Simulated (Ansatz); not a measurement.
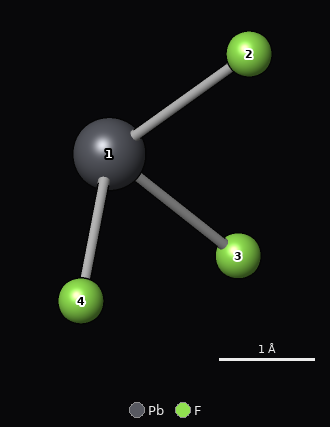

Figure 1. The structure as given in the input (ball-and-stick view, seen at a tilt; atoms are numbered from 1 in the order of the input). Sticks mark near contacts. Bond lengths as drawn: F–Pb 2.12 Å.

## Single-point calculation of PbF3 (charge −1)

System: PbF3, charge −1.
Method: RKS PBE0-D4/def2-TZVPD (Ansatz 0.2.0).

The geometry comes from this level: r2SCAN-D4/def2-TZVPD.

### The program's output
```
Functional definition: PBE0
  name "PBE0"
  cite "Adamo & Barone, J. Chem. Phys. 110, 6158 (1999) doi:10.1063/1.478522"
  cite "Perdew, Burke & Ernzerhof, Phys. Rev. Lett. 77, 3865 (1996) doi:10.1103/PhysRevLett.77.3865"
  parent pbe
  parameter a = 0.25
  parameter kappa = 0.804
  parameter beta = 0.06672455060314922
  exchange = (1 - a)*pbe_x(kappa = kappa, mu = beta*pi^2/3) + a*exact_x
  correlation = pbe_c(beta = beta)
these checks for a lower state are left out or cut short: starts
1062 factors; their error is unknown
mean field evaluation 1: about -13394.6435 eV, gradient 2.0e2 eV
mean field evaluation 2: about -13399.7651 eV, gradient 7.9e0 eV
mean field evaluation 4: about -13400.1853 eV, gradient 2.1e-3 eV
mean field evaluation 8: about -13400.2440 eV, gradient 1.2e-5 eV
mean field -13400.24397730 eV, -492.4498831543 hartree, gradient 1.2e-5 eV, S^2 0.000000; 0 other end points of the search recorded, 0 dependent functions left out
reference -13400.24401458 eV, -492.4498845241 hartree; 25, 25 occupied and 151, 151 virtual orbitals, 1062 factors
Total energy: -13400.30705434 eV, -492.4522011927 hartree
Checks for a lower state left out: starts
```

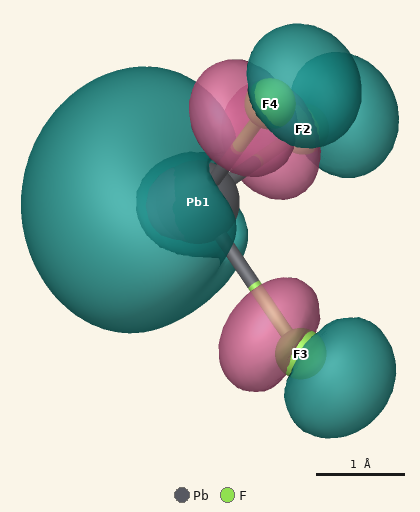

Figure 2. The HOMO at ±0.1 Å⁻³ᐟ² (teal and pink are the two phases), seen at an oblique angle. By Hirshfeld shares it lies mainly on Pb1 (45 %), F2 (20 %), F3 (20 %) and F4 (20 %). Its energy is −3.11 eV.

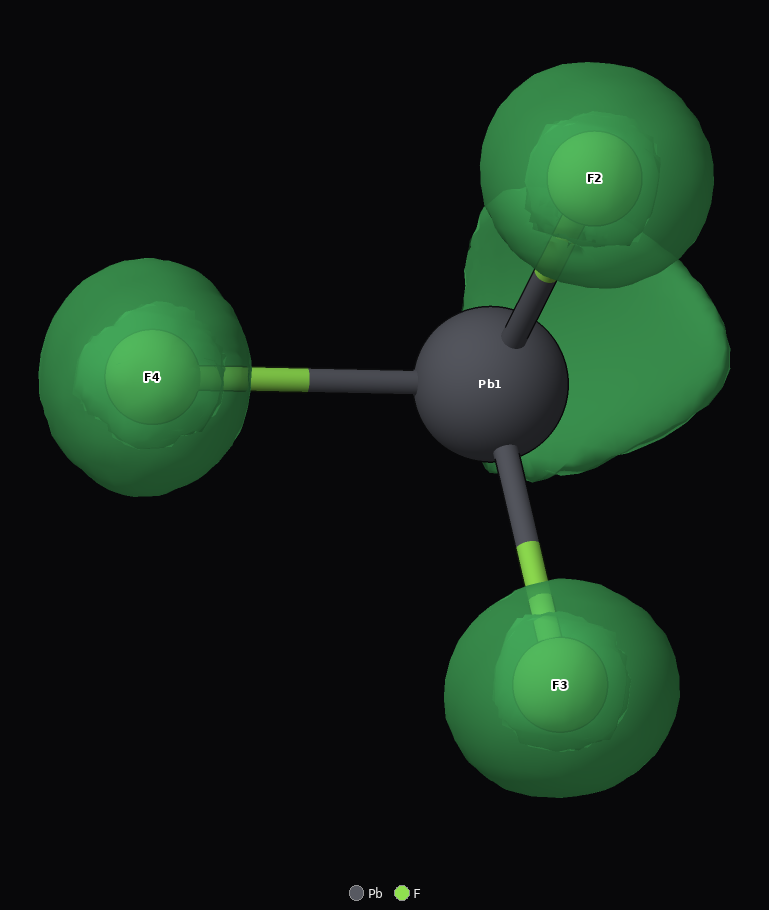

Figure 3. Isosurface of the electron localisation function at 0.8 (green), seen at a tilt. Core shells and regions of very low density are left out. Values along the shortest contacts: Pb–F (2.12 Å): the ELF is about 0.15 at the midpoint.

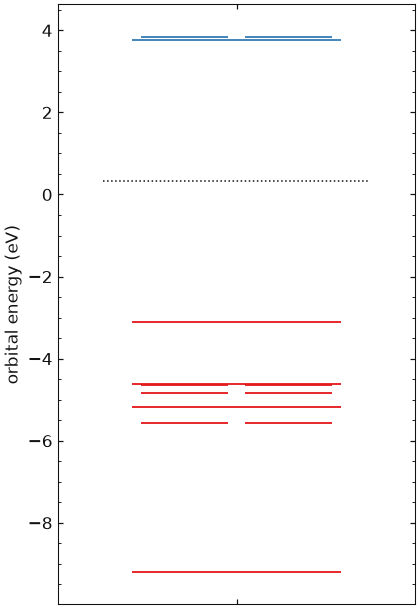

Figure 4. Orbital energies near the frontier; the dotted line parts filled from empty levels, and levels within 0.02 eV of each other stand side by side. Highest filled −3.11 eV, lowest empty 3.76 eV, 6.87 eV apart.

This output came from the following input.

### Input file
```yaml
crystal:
  periodic: [false, false, false]
  atoms:
    - {symbol: Pb, position_ang: [0.199723, 0.765828, -0.177025]}
    - {symbol: F, position_ang: [-0.988659, -0.377605, -1.510166]}
    - {symbol: F, position_ang: [-0.912177, 0.314709, 1.571437]}
    - {symbol: F, position_ang: [1.701113, -0.702932, 0.115754]}
basis:
  gaussian: {orbitals: def2-TZVPD, initial_orbitals: start.molden}
total_charge: -1
hamiltonian: {xc: pbe0, dispersion: d4}
scf: {omitted_lower_state_checks: [starts]}
output: {orbitals: {seedname: orbitals}}
```

Run as:
```bash
ansatz run in.yaml --threads 4 --pin off --events-out ev --progress --plain --max-ram 3916MiB
```

### Results in brief

| quantity | value |
| --- | --- |
| outcome | converged |
| total energy | −13400.3071 eV |
| mean-field energy | −13400.2440 eV |
| dispersion energy | −0.0630 eV |
| SCF solution under orbital rotations | stable |
| HOMO | −3.11 eV |
| LUMO | 3.76 eV |
| hardware | 4 threads of Arm Neoverse V1, 23 GiB of memory available, shared host |
| wall time | 1.6 s (CPU time 5.8 s) |
| peak memory | 0.34 GiB |
